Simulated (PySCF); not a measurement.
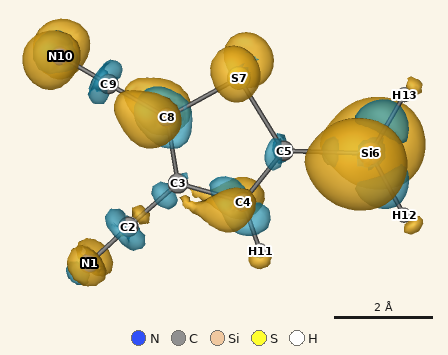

C6H3N2SSi, doublet, SMILES `N#Cc1cc([SiH2])sc1C#N`. Fukui function f⁺ = ρ(N+1) − ρ(N) at fixed geometry, surfaces at ±0.02 e/Å³ (yellow positive, teal negative).

Computed with PySCF, TPSSh/def2-SVP, geometry: GFN2-xTB. No frequency check shows the geometry to be a minimum. GFN2-xTB bond lengths at metals and heavier atoms can be off by up to 0.1 Å and shapes distorted, which carries into these values. GFN2-xTB doesn't know the spin state, so this open-shell geometry is rough.

Input script:

```python
import numpy as np
from pyscf import gto, scf, dft
from pyscf.scf import atom_ks, atom_hf
from scipy.linalg import block_diag

def solve(mol, dm0=None, hcore=None):
    mf = (dft.UKS if mol.spin else dft.RKS)(mol, xc='tpssh')
    mf.grids.level = 3
    mf = mf.density_fit(auxbasis='def2-universal-jkfit')
    mf.conv_tol, mf.max_cycle = 1e-8, 80
    if hcore is not None:
        mf.get_hcore = lambda *args: hcore
    mf.kernel(dm0)
    if not mf.converged:
        mf = mf.newton().run(mf.mo_coeff, mf.mo_occ, max_cycle=30)
    assert mf.converged, 'SCF not converged'
    return mf

mol = gto.M(atom='''
N      2.76817     2.43436     0.00000
C      1.89736     1.68880     0.00000
C      0.80460     0.80282     0.00000
C     -0.52893     1.21651     0.00000
C     -1.44240     0.16932     0.00000
Si    -3.25818     0.26635     0.00000
S     -0.60229    -1.37820     0.00000
C      0.94990    -0.58620     0.00000
C      2.13134    -1.31211     0.00000
N      3.10623    -1.92417     0.00000
H     -0.82344     2.25116     0.00000
H     -3.87610     1.57494     0.00000
H     -4.04130    -0.94990     0.00000
''', basis='def2-svp', charge=0, spin=1, verbose=4)
mf = solve(mol)
out = dict(e0=mf.e_tot, dm0=mf.make_rdm1(), c=mf.mo_coeff, occ=mf.mo_occ, eps=mf.mo_energy)
for name, dq, spin in [('cation', 1, 0), ('anion', -1, 0)]:
    ion = mol.copy().set(charge=mol.charge + dq, spin=spin).build()
    mi = solve(ion)
    if spin and dq > 0 and mol.nao < 130:
        c, _, stable, _ = mi.stability(return_status=True)
        if not stable:
            mi = solve(ion, mi.make_rdm1(c, mi.mo_occ))
    print(name, 'vertical energy change / eV', (mi.e_tot - mf.e_tot) * 27.211386)
    out.update({'e_' + name: mi.e_tot, 'dm_' + name: mi.make_rdm1(), 's2_' + name: mi.spin_square()[0], 'eps_' + name: mi.mo_energy, 'occ_' + name: mi.mo_occ})
# spherically averaged free atoms, for the promolecule
atm = atom_ks.get_atm_nrks(mol, xc='tpssh')
pro = block_diag(*[(atm[a[0]][2] * atm[a[0]][3]) @ atm[a[0]][2].T for a in mol._atom])
np.savez('result.npz', pro=pro, **out)
```

Command:

```sh
OMP_NUM_THREADS=1 python input.py
```

The run took 7.6 min on 1 thread of Intel(R) Xeon(R) Processor @ 2.50GHz (Skylake/Cascade Lake), with other jobs on the host, peak memory 0.93 GiB.

Partitions, critical points and surface values were worked out afterwards from this run's density.

### On which atoms does the density change most on addition of an electron?

f⁺ (Hirshfeld-condensed) is largest on Si6 (0.34); the vertical electron affinity is 1.78 eV (to the singlet anion, which needn't be its lowest state; the anion's highest orbital has positive energy, so this value and f⁺ depend on the basis). Condensed values hint at sites of nucleophilic attack but needn't mark the atom that reacts. Orbital relaxation makes it negative in places (0.17 e in all).
